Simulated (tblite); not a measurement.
# CH$_{10}$AsOSi$_{3}$: geometry relaxation (part 1 of 2)

The run: geometry relaxation of CH$_{10}$AsOSi$_{3}$, multiplicity 2. Method and program: GFN2-xTB geometry optimisation, gas phase (tblite 0.8.0).

It belongs to a series of runs on one base structure; here: H removed from Si.

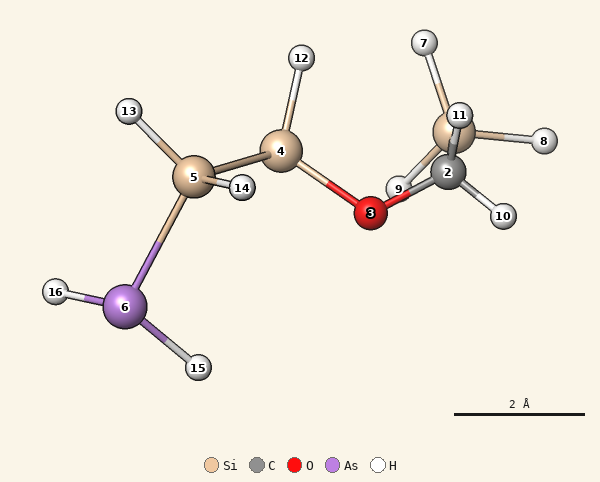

Fig. 1: The starting structure (ball-and-stick view, seen at a tilt; atoms are numbered from 1 in the order of the input).

### Results in brief

```tsv
quantity	value
outcome	converged
total energy	−512.7466 eV
hardware	1 CPU thread, shared host
wall time	0.98 s
peak memory	0.18 GiB
```

### Input file
```
{"job": {"kind": "relax", "xc": "GFN2-xTB", "basis": "xTB"}, "charge": 0, "multiplicity": 2}
Si    -2.796200     0.095000    -0.471400
C     -1.683300     0.432200     0.946800
O     -0.398000     0.685100     0.515400
Si     0.313400    -0.571300    -0.391900
Si     2.403500    -0.784400     0.412300
As     3.628500     0.906200    -0.610100
H     -2.873700    -1.333500    -0.736300
H     -4.136800     0.668100    -0.182200
H     -2.250900     0.809000    -1.642800
H     -2.083400     1.293600     1.515500
H     -1.750600    -0.440800     1.640700
H     -0.429300    -1.842900    -0.286800
H      3.020300    -2.048700     0.100500
H      2.460700    -0.586100     1.854900
H      2.686100     2.187800    -0.570900
H      3.882300     0.539500    -2.105000
```

The first line tells a small driver script what to run in tblite; the rest is the geometry in Å.

Launch command:
```bash
OMP_NUM_THREADS=1 python <driver script> task.json out
```

### What the program printed
```
step      E/eV     max force
  0    -511.61577    2.326
  1    -511.84566    1.565
  2    -512.06720    1.190
  3    -512.23364    1.176
  4    -512.38886    1.096
  5    -512.44224    0.703
  6    -512.49647    0.512
  7    -512.51561    0.402
  8    -512.53528    0.264
  9    -512.54386    0.219
 10    -512.55006    0.210
 11    -512.55630    0.199
 12    -512.56526    0.234
 13    -512.57650    0.287
 14    -512.58875    0.272
 15    -512.59838    0.222
 16    -512.60381    0.170
 17    -512.60733    0.162
 18    -512.61174    0.184
 19    -512.61768    0.213
 20    -512.62467    0.286
 21    -512.63138    0.246
 22    -512.63668    0.150
 23    -512.63987    0.121
 24    -512.64184    0.096
 25    -512.64337    0.085
 26    -512.64469    0.083
 27    -512.64607    0.106
 28    -512.64749    0.104
 29    -512.64863    0.076
 30    -512.64938    0.075
 31    -512.64995    0.057
 32    -512.65047    0.061
 33    -512.65104    0.064
 34    -512.65166    0.053
 35    -512.65226    0.064
 36    -512.65285    0.068
 37    -512.65359    0.067
 38    -512.65446    0.074
 39    -512.65524    0.074
 40    -512.65578    0.053
 41    -512.65617    0.047
 42    -512.65660    0.062
 43    -512.65723    0.093
 44    -512.65799    0.097
 45    -512.65868    0.063
 46    -512.65921    0.069
 47    -512.65976    0.084
 48    -512.66064    0.115
 49    -512.66214    0.157
 50    -512.66419    0.153
 51    -512.66612    0.116
 52    -512.66744    0.091
 53    -512.66839    0.093
 54    -512.66954    0.092
 55    -512.67128    0.146
 56    -512.67341    0.170
 57    -512.67539    0.132
 58    -512.67719    0.118
 59    -512.67889    0.122
 60    -512.68017    0.108
 61    -512.68167    0.089
 62    -512.68288    0.075
 63    -512.68390    0.077
 64    -512.68487    0.095
 65    -512.68582    0.094
 66    -512.68676    0.090
 67    -512.68806    0.120
 68    -512.69068    0.211
 69    -512.69490    0.239
 70    -512.69959    0.358
 71    -512.70264    0.163
 72    -512.70671    0.117
 73    -512.70821    0.112
 74    -512.71007    0.110
 75    -512.71390    0.120
 76    -512.71608    0.116
 77    -512.71916    0.129
 78    -512.72106    0.102
 79    -512.72302    0.104
 80    -512.72505    0.091
 81    -512.72698    0.117
 82    -512.72863    0.119
 83    -512.73035    0.130
 84    -512.73202    0.073
 85    -512.73331    0.077
 86    -512.73465    0.087
 87    -512.73562    0.063
 88    -512.73630    0.059
 89    -512.73684    0.053
 90    -512.73724    0.045
 91    -512.73750    0.032
 92    -512.73767    0.034
 93    -512.73785    0.035
 94    -512.73811    0.036
 95    -512.73848    0.045
 96    -512.73890    0.046
 97    -512.73918    0.031
 98    -512.73935    0.039
 99    -512.73952    0.036
100    -512.73988    0.054
101    -512.74048    0.073
102    -512.74136    0.083
103    -512.74227    0.063
104    -512.74295    0.056
105    -512.74337    0.056
106    -512.74368    0.054
107    -512.74396    0.042
108    -512.74429    0.048
109    -512.74467    0.046
110    -512.74509    0.043
111    -512.74530    0.029
112    -512.74553    0.028
113    -512.74571    0.024
114    -512.74586    0.029
115    -512.74597    0.033
116    -512.74605    0.023
117    -512.74613    0.018
118    -512.74622    0.022
119    -512.74632    0.025
120    -512.74640    0.026
121    -512.74646    0.016
122    -512.74649    0.016
123    -512.74652    0.015
124    -512.74654    0.010
125    -512.74656    0.010
126    -512.74658    0.009
```

### Trajectory as extended XYZ (Å, eV, eV/Å), 30 of the 127 frames kept, from step=0 to step=126
```
16
Properties=species:S:1:pos:R:3:forces:R:3 step=0 energy=-511.61577
Si   -2.7962    0.0950   -0.4714   -1.6120   0.3220  -1.6460
C    -1.6833    0.4322    0.9468   -0.4990   0.1770   1.5800
O    -0.3980    0.6851    0.5154    1.0480  -1.5110  -0.4230
Si    0.3134   -0.5713   -0.3919   -0.7280   0.9510   0.0590
Si    2.4035   -0.7844    0.4123    0.0040   0.8350  -0.4040
As    3.6285    0.9062   -0.6101    1.3930   0.7810   0.7290
H    -2.8737   -1.3335   -0.7363   -0.0720  -0.1240  -0.0420
H    -4.1368    0.6681   -0.1822    0.2690  -0.2510  -0.0040
H    -2.2509    0.8090   -1.6428   -0.0770  -0.1620   0.1560
H    -2.0834    1.2936    1.5155    0.5210  -0.1290  -0.0870
H    -1.7506   -0.4408    1.6407    0.3900   0.4760  -0.1120
H    -0.4293   -1.8429   -0.2868   -0.2190  -0.0370   0.1750
H     3.0203   -2.0487    0.1005    0.1950  -0.4540  -0.0620
H     2.4607   -0.5861    1.8549    0.2540  -0.0150   0.2760
H     2.6861    2.1878   -0.5709    0.1090  -1.0820  -0.6250
H     3.8823    0.5395   -2.1050   -0.9770   0.2230   0.4300
16
Properties=species:S:1:pos:R:3:forces:R:3 step=4 energy=-512.38886
Si   -2.8893    0.1087   -0.5632    0.6590  -0.0610   0.8740
C    -1.7301    0.4300    0.9697   -0.0270  -0.1500  -0.4230
O    -0.3918    0.5520    0.5507   -0.1300   0.1530  -0.0030
Si    0.2757   -0.5432   -0.4495    0.3510  -0.3010  -0.1740
Si    2.4256   -0.6949    0.3613    0.3890  -0.0370   0.1230
As    3.8268    1.0056   -0.5181   -0.0680  -0.1850  -0.2210
H    -2.8922   -1.3410   -0.7477   -0.1610   0.0390  -0.1300
H    -4.1647    0.6565   -0.1747   -0.4570   0.0820   0.0070
H    -2.2514    0.8074   -1.6586   -0.0130   0.0980  -0.2650
H    -2.0123    1.3232    1.5331    0.1360   0.0250  -0.1090
H    -1.7152   -0.4119    1.6621   -0.4910  -0.0880   0.1720
H    -0.4512   -1.8324   -0.2617    0.0250   0.0350   0.0080
H     3.0242   -2.0625    0.1009   -0.2410   0.5690   0.0410
H     2.5000   -0.5916    1.8645    0.0920  -0.0320  -0.4340
H     2.7056    2.0238   -0.6649    0.1350  -0.2920  -0.1050
H     3.7329    0.5793   -2.0153   -0.1990   0.1470   0.6380
16
Properties=species:S:1:pos:R:3:forces:R:3 step=9 energy=-512.54386
Si   -2.8769    0.1217   -0.5198   -0.0620  -0.0240  -0.0470
C    -1.7163    0.4164    0.9687   -0.0690  -0.0100  -0.1500
O    -0.3847    0.5184    0.5378    0.0070  -0.0550   0.1270
Si    0.3171   -0.5674   -0.4624    0.0410  -0.1260  -0.0090
Si    2.4680   -0.6540    0.3515   -0.0610   0.0590   0.0100
As    3.8649    1.0030   -0.5041    0.0490   0.0770   0.1150
H    -2.9237   -1.3244   -0.7685   -0.0880   0.1110  -0.0230
H    -4.2000    0.6484   -0.1806    0.0050  -0.0270   0.0040
H    -2.2730    0.8037   -1.6689   -0.1030  -0.0140   0.0690
H    -1.9735    1.3286    1.5100    0.1060   0.0930  -0.0220
H    -1.7876   -0.4099    1.6846   -0.0500   0.0070   0.0210
H    -0.4471   -1.8282   -0.2569    0.0900  -0.0480  -0.0330
H     3.0012   -2.0007    0.0960    0.0560  -0.0220  -0.1250
H     2.5293   -0.5928    1.8216    0.0970   0.0580   0.1050
H     2.7243    1.9532   -0.6955   -0.0280   0.0980   0.0850
H     3.6703    0.5928   -1.9248    0.0090  -0.1780  -0.1270
16
Properties=species:S:1:pos:R:3:forces:R:3 step=13 energy=-512.57650
Si   -2.8949    0.1277   -0.5154   -0.0140   0.0650   0.0210
C    -1.7181    0.4141    0.9535    0.0450   0.0680   0.1790
O    -0.3739    0.4753    0.5548   -0.0480  -0.1900  -0.0160
Si    0.3383   -0.5992   -0.4567   -0.1000   0.1120   0.0150
Si    2.4742   -0.6301    0.3615    0.1370  -0.1050   0.1330
As    3.8769    1.0176   -0.4868   -0.0760  -0.0140  -0.2760
H    -2.9652   -1.2965   -0.7864   -0.0500  -0.2270  -0.0400
H    -4.2142    0.6384   -0.1800   -0.1450   0.0750   0.0940
H    -2.3125    0.8032   -1.6584    0.0430   0.1520  -0.1890
H    -1.9301    1.3489    1.4830   -0.0250  -0.0110  -0.0640
H    -1.8365   -0.3977    1.6886    0.0390   0.1080  -0.0730
H    -0.4186   -1.8521   -0.2670   -0.0170  -0.2050  -0.0210
H     3.0087   -1.9749    0.0537    0.0200   0.0870  -0.0360
H     2.5720   -0.5749    1.8348    0.0710  -0.0070   0.0310
H     2.7257    1.9656   -0.6743    0.0530   0.0510   0.0250
H     3.6606    0.5437   -1.9163    0.0660   0.0410   0.2160
16
Properties=species:S:1:pos:R:3:forces:R:3 step=17 energy=-512.60733
Si   -2.9196    0.1397   -0.5168   -0.0100  -0.0080  -0.0790
C    -1.7212    0.4201    0.9489   -0.0670  -0.0190  -0.0720
O    -0.3722    0.4015    0.5801   -0.0160   0.0430  -0.0060
Si    0.3509   -0.6313   -0.4512    0.0480  -0.1470   0.0480
Si    2.4969   -0.6140    0.3887   -0.0470   0.0390  -0.0200
As    3.8850    1.0329   -0.4997   -0.0030  -0.0320   0.1150
H    -3.0186   -1.2938   -0.8099    0.0260   0.0520   0.0380
H    -4.2500    0.6405   -0.1608    0.0740   0.0320   0.0610
H    -2.3524    0.8278   -1.6744   -0.0350   0.0440  -0.0030
H    -1.8882    1.3778    1.4478   -0.1020   0.0260  -0.0040
H    -1.8830   -0.3694    1.6910   -0.0330   0.0200   0.0990
H    -0.3860   -1.9125   -0.2841    0.0440  -0.0680  -0.0560
H     3.0249   -1.9361    0.0015    0.0620  -0.0020   0.0460
H     2.6348   -0.5585    1.8590    0.0580  -0.0740   0.0050
H     2.7356    1.9871   -0.6522    0.0330   0.0220  -0.0940
H     3.6555    0.4972   -1.8795   -0.0330   0.0720  -0.0790
16
Properties=species:S:1:pos:R:3:forces:R:3 step=22 energy=-512.63668
Si   -2.9405    0.1552   -0.5424    0.0210   0.0370   0.1070
C    -1.7472    0.4203    0.9334    0.0220  -0.0090   0.0460
O    -0.3901    0.3400    0.5870   -0.0890  -0.0830  -0.0090
Si    0.3666   -0.7108   -0.4093   -0.1080   0.0960   0.0400
Si    2.5031   -0.6015    0.4167    0.0200  -0.0780   0.0260
As    3.8825    1.0337   -0.4822    0.0250   0.0770  -0.1090
H    -3.0512   -1.2792   -0.8154    0.0370   0.0370  -0.0370
H    -4.2463    0.6637   -0.1098    0.0390   0.0170  -0.0250
H    -2.4045    0.8782   -1.6986   -0.0530  -0.0480   0.0740
H    -1.9058    1.4023    1.3986    0.0560  -0.0400  -0.1230
H    -1.9398   -0.3208    1.7240   -0.0430   0.0240  -0.1170
H    -0.3386   -2.0147   -0.3268   -0.0120  -0.0210   0.0430
H     3.0723   -1.8954   -0.0161    0.0350  -0.0170   0.0540
H     2.7214   -0.5860    1.8805    0.0170  -0.0480  -0.0030
H     2.7667    2.0216   -0.6791    0.0100  -0.0090  -0.0110
H     3.6437    0.5024   -1.8719    0.0220   0.0650   0.0450
16
Properties=species:S:1:pos:R:3:forces:R:3 step=26 energy=-512.64469
Si   -2.9502    0.1634   -0.5362   -0.0350  -0.0290  -0.0140
C    -1.7550    0.4187    0.9287   -0.0290   0.0020  -0.0340
O    -0.4039    0.3018    0.5966    0.0520   0.0030   0.0540
Si    0.3650   -0.7319   -0.3957    0.0560  -0.0480  -0.0390
Si    2.5106   -0.6001    0.4272    0.0150   0.0160  -0.0320
As    3.8902    1.0467   -0.4862   -0.0260  -0.0160   0.0440
H    -3.0623   -1.2643   -0.8273    0.0320  -0.0210  -0.0260
H    -4.2470    0.6737   -0.0968   -0.0510   0.0410   0.0150
H    -2.4347    0.8872   -1.6941    0.0080   0.0160  -0.0070
H    -1.8922    1.4133    1.3624    0.0180   0.0530   0.0110
H    -1.9757   -0.3039    1.7222   -0.0500  -0.0280   0.0320
H    -0.3211   -2.0512   -0.3325    0.0000   0.0290   0.0490
H     3.0941   -1.8822   -0.0196    0.0250  -0.0370   0.0390
H     2.7590   -0.5999    1.8881   -0.0030  -0.0300  -0.0230
H     2.7764    2.0306   -0.6875   -0.0320   0.0260  -0.0020
H     3.6390    0.5070   -1.8607    0.0220   0.0230  -0.0680
16
Properties=species:S:1:pos:R:3:forces:R:3 step=30 energy=-512.64938
Si   -2.9599    0.1622   -0.5361    0.0210   0.0220  -0.0060
C    -1.7602    0.4189    0.9263    0.0300  -0.0020   0.0060
O    -0.4038    0.2892    0.6079   -0.0180  -0.0420  -0.0050
Si    0.3668   -0.7397   -0.3938    0.0000   0.0030   0.0360
Si    2.5152   -0.6066    0.4225    0.0080  -0.0400  -0.0050
As    3.8830    1.0496   -0.4872   -0.0070   0.0260  -0.0030
H    -3.0485   -1.2654   -0.8370   -0.0150  -0.0030  -0.0110
H    -4.2512    0.6895   -0.0899   -0.0040  -0.0250  -0.0110
H    -2.4422    0.8917   -1.6894   -0.0010   0.0210  -0.0260
H    -1.8888    1.4226    1.3482    0.0090  -0.0520   0.0200
H    -1.9961   -0.3022    1.7211   -0.0030   0.0750   0.0000
H    -0.3196   -2.0567   -0.3181   -0.0020   0.0060   0.0320
H     3.1112   -1.8934   -0.0004   -0.0010   0.0040  -0.0050
H     2.7660   -0.6189    1.8840   -0.0110   0.0170  -0.0320
H     2.7719    2.0407   -0.6942   -0.0170  -0.0220   0.0180
H     3.6486    0.5275   -1.8753    0.0110   0.0120  -0.0100
16
Properties=species:S:1:pos:R:3:forces:R:3 step=35 energy=-512.65226
Si   -2.9665    0.1704   -0.5418    0.0370  -0.0040   0.0070
C    -1.7620    0.4186    0.9206   -0.0310   0.0070   0.0050
O    -0.4071    0.2511    0.6242    0.0140   0.0380   0.0200
Si    0.3747   -0.7617   -0.3805   -0.0200  -0.0300  -0.0060
Si    2.5265   -0.6115    0.4200    0.0120   0.0080  -0.0130
As    3.8811    1.0606   -0.4879   -0.0010  -0.0110   0.0210
H    -3.0590   -1.2565   -0.8527   -0.0010   0.0230  -0.0020
H    -4.2588    0.6891   -0.0851    0.0190  -0.0210  -0.0110
H    -2.4619    0.9080   -1.6966    0.0040   0.0170  -0.0110
H    -1.8706    1.4259    1.3344    0.0020   0.0620  -0.0170
H    -2.0278   -0.2733    1.7284    0.0000  -0.0550   0.0220
H    -0.3093   -2.0773   -0.3016   -0.0030  -0.0370   0.0130
H     3.1298   -1.8924   -0.0043    0.0080  -0.0170  -0.0210
H     2.7861   -0.6225    1.8780   -0.0080   0.0160   0.0040
H     2.7628    2.0426   -0.6901   -0.0330  -0.0160   0.0050
H     3.6542    0.5379   -1.8765    0.0020   0.0190  -0.0160
16
Properties=species:S:1:pos:R:3:forces:R:3 step=39 energy=-512.65524
Si   -2.9532    0.1763   -0.5492    0.0050   0.0140   0.0210
C    -1.7645    0.4220    0.9255    0.0640   0.0190   0.0320
O    -0.4060    0.2460    0.6384    0.0150  -0.0120  -0.0120
Si    0.3681   -0.7749   -0.3684   -0.0210  -0.0060   0.0270
Si    2.5336   -0.6258    0.4044   -0.0330  -0.0330   0.0120
As    3.8713    1.0645   -0.4893   -0.0060   0.0430   0.0180
H    -3.0530   -1.2465   -0.8626    0.0280  -0.0380  -0.0230
H    -4.2501    0.6773   -0.0931   -0.0270   0.0200   0.0060
H    -2.4632    0.9232   -1.7046    0.0250   0.0090   0.0100
H    -1.8647    1.4353    1.3311   -0.0220  -0.0010  -0.0180
H    -2.0377   -0.2665    1.7373    0.0050   0.0110  -0.0470
H    -0.3139   -2.0906   -0.2702   -0.0010  -0.0300   0.0120
H     3.1437   -1.9120   -0.0028   -0.0170   0.0370  -0.0190
H     2.7780   -0.6200    1.8662    0.0030   0.0080  -0.0180
H     2.7352    2.0318   -0.6829    0.0020  -0.0360   0.0070
H     3.6687    0.5687   -1.8912   -0.0190  -0.0060  -0.0080
16
Properties=species:S:1:pos:R:3:forces:R:3 step=43 energy=-512.65723
Si   -2.9476    0.1816   -0.5498   -0.0130  -0.0230  -0.0150
C    -1.7580    0.4275    0.9276   -0.0520  -0.0080  -0.0770
O    -0.4015    0.2365    0.6485    0.0040   0.0170   0.0130
Si    0.3625   -0.7922   -0.3563    0.0040  -0.0330  -0.0160
Si    2.5323   -0.6337    0.3989    0.0060   0.0510  -0.0120
As    3.8653    1.0728   -0.4864   -0.0220  -0.0530  -0.0050
H    -3.0465   -1.2428   -0.8745    0.0410   0.0350   0.0040
H    -4.2509    0.6749   -0.0947    0.0250   0.0070   0.0010
H    -2.4625    0.9352   -1.7051    0.0180  -0.0070   0.0380
H    -1.8611    1.4443    1.3222    0.0230  -0.0040   0.0150
H    -2.0469   -0.2576    1.7349    0.0200   0.0120   0.0130
H    -0.3130   -2.1117   -0.2509   -0.0040  -0.0090   0.0230
H     3.1501   -1.9118   -0.0120   -0.0060   0.0000  -0.0200
H     2.7812   -0.6166    1.8582    0.0040  -0.0120   0.0100
H     2.7185    2.0199   -0.6772   -0.0390   0.0240  -0.0020
H     3.6705    0.5828   -1.8949   -0.0090   0.0020   0.0310
16
Properties=species:S:1:pos:R:3:forces:R:3 step=48 energy=-512.66064
Si   -2.9362    0.1868   -0.5575    0.0090   0.0310  -0.0100
C    -1.7550    0.4356    0.9194    0.0560  -0.0010   0.1000
O    -0.3953    0.2277    0.6597   -0.0340  -0.0340  -0.0770
Si    0.3489   -0.8276   -0.3364    0.0080   0.0100  -0.0010
Si    2.5289   -0.6419    0.3830   -0.0450  -0.0480   0.0300
As    3.8389    1.0772   -0.4821   -0.0110   0.0950  -0.0150
H    -3.0093   -1.2317   -0.8957    0.0120  -0.0350  -0.0090
H    -4.2403    0.6729   -0.1001    0.0020  -0.0040  -0.0030
H    -2.4451    0.9571   -1.6950    0.0220   0.0230  -0.0310
H    -1.8491    1.4547    1.3122    0.0160  -0.0080  -0.0250
H    -2.0521   -0.2386    1.7330   -0.0120  -0.0040   0.0090
H    -0.3195   -2.1487   -0.1962   -0.0050   0.0170   0.0360
H     3.1561   -1.9150   -0.0312   -0.0120   0.0060  -0.0100
H     2.7793   -0.6176    1.8423    0.0080  -0.0280   0.0070
H     2.6703    2.0042   -0.6670    0.0170   0.0100  -0.0050
H     3.6719    0.6138   -1.9000   -0.0300  -0.0300   0.0030
16
Properties=species:S:1:pos:R:3:forces:R:3 step=52 energy=-512.66744
Si   -2.9106    0.2048   -0.5755    0.0180   0.0090   0.0050
C    -1.7485    0.4446    0.9172    0.0310  -0.0010  -0.0220
O    -0.4017    0.1883    0.6488    0.0820   0.0110   0.0380
Si    0.3296   -0.9076   -0.3062    0.0030  -0.0400  -0.0070
Si    2.5176   -0.6565    0.3689   -0.0430  -0.0020   0.0080
As    3.7800    1.1137   -0.4714   -0.0190   0.0250  -0.0300
H    -2.9309   -1.2120   -0.9413   -0.0280   0.0430   0.0030
H    -4.2180    0.6712   -0.1068   -0.0150  -0.0270  -0.0480
H    -2.4041    1.0117   -1.6834   -0.0170  -0.0070  -0.0140
H    -1.8008    1.4770    1.2786   -0.0330   0.0050   0.0250
H    -2.0712   -0.2003    1.7445    0.0220   0.0030   0.0000
H    -0.3295   -2.2228   -0.0740    0.0160   0.0300   0.0150
H     3.1595   -1.9050   -0.0858    0.0200  -0.0320   0.0030
H     2.7947   -0.6382    1.8230    0.0080  -0.0600   0.0260
H     2.5784    1.9934   -0.6532   -0.0020   0.0380  -0.0400
H     3.6480    0.6467   -1.8949   -0.0420   0.0070   0.0370
16
Properties=species:S:1:pos:R:3:forces:R:3 step=56 energy=-512.67341
Si   -2.8707    0.2201   -0.5863    0.0100   0.0100   0.0080
C    -1.7224    0.4526    0.9183   -0.0310   0.0310  -0.0450
O    -0.3768    0.1902    0.6439    0.0120  -0.0170   0.0250
Si    0.3082   -0.9597   -0.2901   -0.0410   0.0930   0.0530
Si    2.4949   -0.6782    0.3503    0.1700   0.0100   0.0030
As    3.7185    1.1455   -0.4694   -0.0540  -0.0730   0.1040
H    -2.8618   -1.1894   -0.9700   -0.0340  -0.0120  -0.0110
H    -4.1978    0.6536   -0.1433    0.0000  -0.0060  -0.0270
H    -2.3563    1.0432   -1.6781   -0.0190   0.0040  -0.0150
H    -1.7830    1.4847    1.2791    0.0460   0.0210   0.0070
H    -2.0530   -0.1844    1.7481    0.0480  -0.0470  -0.0240
H    -0.3510   -2.2463    0.0425   -0.0270  -0.0510   0.0110
H     3.1553   -1.9208   -0.1135   -0.0090   0.0620   0.0110
H     2.7782   -0.6765    1.8058    0.0060  -0.0460  -0.0110
H     2.4946    1.9886   -0.6583   -0.0300   0.0430  -0.0370
H     3.6155    0.6856   -1.8905   -0.0460  -0.0250  -0.0510
```
